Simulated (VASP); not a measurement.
Band structure of P (black). These are revTPSS meta-GGA, VASP's PBE PAW potentials (set 64) (plane waves; VASP) values and carry that method's errors.

The path is coarsely sampled, so an indirect gap can come out somewhat too large. Without a dispersion term in the relaxation, distances and binding between the weakly bound layers, chains or molecules are unreliable, and so is what depends on them.

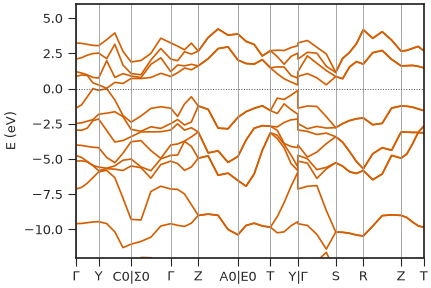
Figure. Bands along high-symmetry lines, zero at the valence-band maximum or, without a gap, the Fermi level

### Question
Read the plot: is there a gap, and where are the band edges?

### Answer
The gap is indirect, 0.02 eV, from the valence maximum at Γ-Y at 0.75 to the conduction minimum at Y-C0 at 0.25.

The compound is P in the black structure. It was relaxed first.
